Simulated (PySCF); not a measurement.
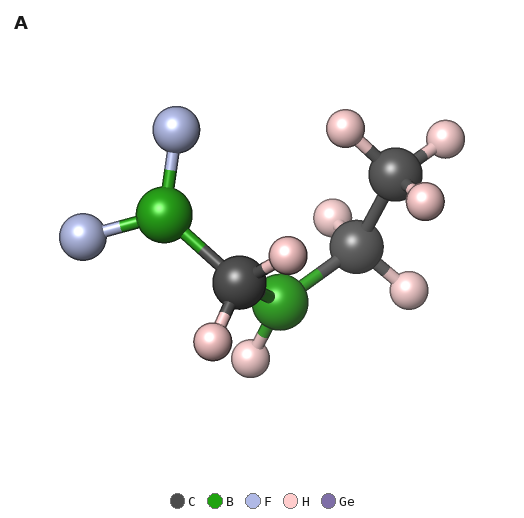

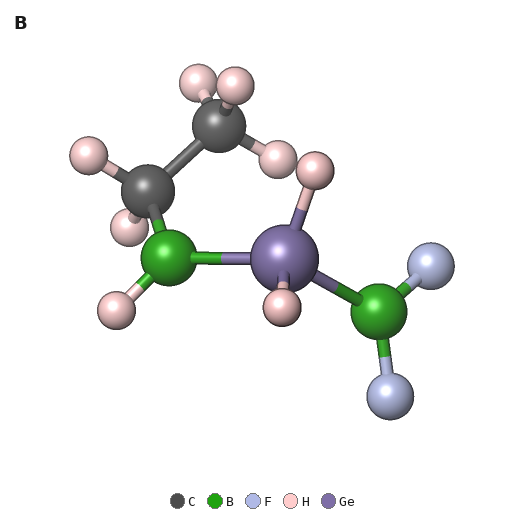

Two related species, optimised with GFN2-xTB; properties computed with PySCF 2.14.0. Both: charge 0, singlet.

> Identify both.

A is C3H8B2F2 (CCBCB(F)F), B is C2H8B2F2Ge.

Compare them. With CAM-B3LYP/def2-SVPD: dipole moment (D), HOMO–LUMO gap (eV), HOMO energy (Kohn–Sham orbital) (eV), lowest vertical singlet excitation (eV), mean static polarisability (bohr³).

```
                               quantity       A      B
                      dipole moment (D)    1.88   2.06
                     HOMO–LUMO gap (eV)    9.99   8.44
   HOMO energy (Kohn–Sham orbital) (eV)  −10.25  −9.52
lowest vertical singlet excitation (eV)    5.88   4.51
     mean static polarisability (bohr³)    62.7   82.3
```

Each is one conformer, and no frequency run is at hand to confirm it as a minimum.

The geometry is semi-empirical. Around B, Ge such bond lengths and angles can be off by a tenth of an ångström or more and by several degrees, and values that hang on the shape move with them.
